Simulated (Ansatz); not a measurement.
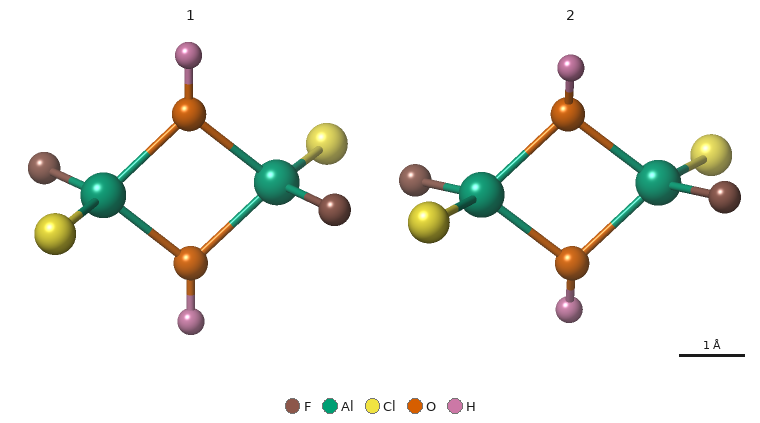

Two geometries of Al2H2O2Cl2F2, drawn at one scale. One is the start of a relaxation, the other its converged end. A ball-and-stick model, seen at a tilt.

Method: RKS PBE0-D4/def2-TZVP in Ansatz. (force threshold 0.005 eV/Å; at most 150 steps)

> Which of the two is the end point?

Structure 2 is the relaxed one. The start comes from GFN2-xTB. An H atom moves most after the best rigid fit: 0.34 Å. By element the largest moves are H 0.34 Å, F 0.25 Å, Cl 0.21 Å, O 0.08 Å, Al 0.06 Å. Among the contacts that change: Al–Cl 2.015 → 2.085 Å, Al–F 1.649 → 1.643 Å. Among the angles between lasting bonds that change: F–Al–O 106.1° → 114.3°, F–Al–Cl 124.6° → 118.3°, Al–O–H 131.7° → 125.9°. After 18 accepted moves (19 points after the start) the energy has fallen by 20.4 kJ/mol. Largest force component: 1.1 eV/Å at the start, 0.0013 eV/Å at the end. The line search rejected the trial step at point 12 of the run. The forces were under the threshold at step 5, but the run went on from there. The run took 3.1 min on 4 threads of Arm Neoverse V1, on a shared host.
